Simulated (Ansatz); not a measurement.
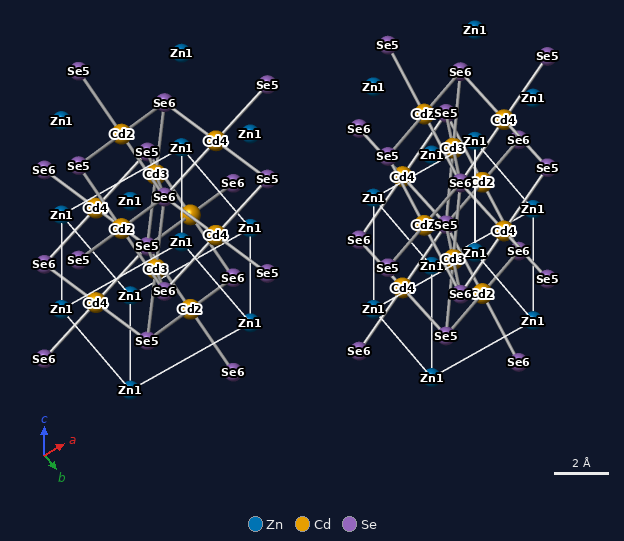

Two geometries of solid ZnCd3Se2 (a generated structure, set up in P6/mmm), drawn at one scale. One is the start of a relaxation, the other its converged end. The picture is a ball-and-stick view of the cell of the calculation, repeated 1 × 1 × 2 with one cell outlined, seen from a free direction.

All numbers below come from DFT PBE, scalar-relativistic, plane waves, PAW in Ansatz 0.2.0. Settings: plane-wave cutoff 420 eV; k-point mesh 6 × 6 × 8; occupations gaussian; smearing width 0.1 eV; no spin polarisation; cell and atoms relaxed; force threshold 0.01 eV/Å; at most 80 steps.

Q: Which geometry has the lower energy?

A: The left one is the relaxed one. The atoms keep their places relative to the cell (all moves are under 0.005 Å). The volume changes by +18.9 %, with a = b 6.033 → 7.141 Å (+18.4 %), c 4.662 → 3.956 Å (−15.2 %). Among the contacts that change: Cd2–Se5 2.910 → 2.857 Å. Among the angles between lasting bonds that change: Se5–Cd2–Se6 73.5° → 92.4°, Se5–Cd2–Se5 106.5° → 87.6°, Cd2–Se6–Cd2 106.5° → 87.6°. The space group stays P6/mmm (No. 191). After 8 accepted moves (10 points after the start) the energy has fallen by 240 meV per atom. All forces vanish by symmetry, so only the cell relaxes. Pressure: 2.23 GPa at the start and −0.04 GPa at the end. The SCF was repeated twice at an unchanged geometry on a basis and grid sized afresh for the cell, which shifted the energy by 9.0 meV per atom at most.
